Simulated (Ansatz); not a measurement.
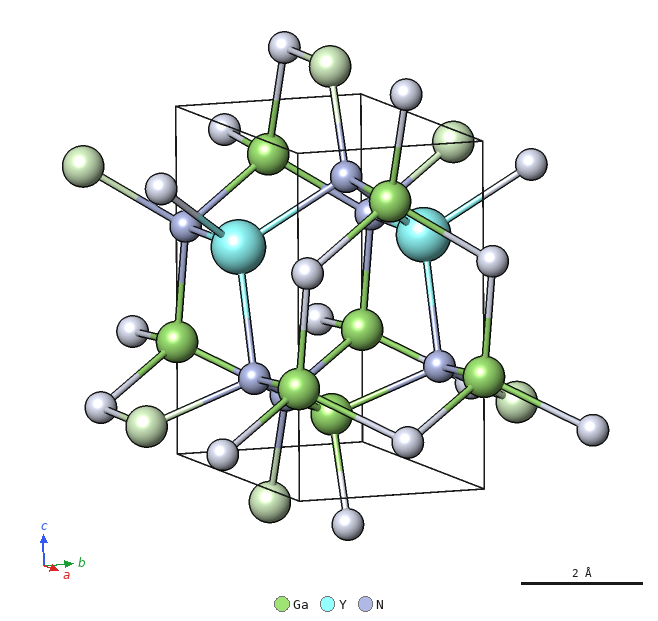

Ball-and-stick drawing of the structure, looking slightly off an axis. The conventional unit cell is drawn as a box. Atoms just outside the outline that bond to atoms inside are added, in fainter colours.

YGa3N4, space group Pm (No. 6), a = 5.304 Å, b = 3.332 Å, c = 5.851 Å, α = 90.00°, β = 90.70°, γ = 90.00°. The initial geometry was a structure type filled with these elements by a generator (whether the compound takes this form wasn't checked). Earlier steps of the study may have refined or changed the cell and positions. It went into a calculation with Ansatz.

This one geometry was computed with Ansatz (DFT, plane waves, PAW) at five levels of theory: HSE06, PBE with spin-orbit coupling, PBE0, r2SCAN and PBE. It was relaxed beforehand with r2SCAN.

Question: Which level gives the highest pressure at this volume, and what does that say about its equilibrium volume?

Answer: Highest: PBE with spin-orbit coupling (4.3 GPa) and PBE (4.3 GPa), which points to the largest equilibrium volume. Lowest, with the smallest volume: HSE06 (-0.4 GPa), PBE0 (-0.5 GPa) and r2SCAN (0.0 GPa). Levels within 0.5 GPa of each other can't be told apart.

Question: How does the band gap change with the level of theory?

Answer: PBE: a gap of 1.30 eV, indirect; PBE with spin-orbit coupling: a gap of 1.30 eV, indirect; r2SCAN: a gap of 1.67 eV, indirect; HSE06: a gap of 2.52 eV, indirect; PBE0: a gap of 3.22 eV, indirect.

Question: Collect the results in a table.

Answer:
| level | cutoff (eV) | k-mesh of the run's cell | gap (eV) | pressure (GPa) |
| --- | --- | --- | --- | --- |
| HSE06 | 420 | 4×4×4 | 2.52 | -0.4 |
| PBE with spin-orbit coupling | 420 | 6×8×4 | 1.30 | 4.3 |
| PBE0 | 420 | 4×4×4 | 3.22 | -0.5 |
| r2SCAN | 500 | 6×8×4 | 1.67 | 0.0 |
| PBE | 420 | 6×8×4 | 1.30 | 4.3 |

Gaps are taken on the k-mesh or band path of each run.
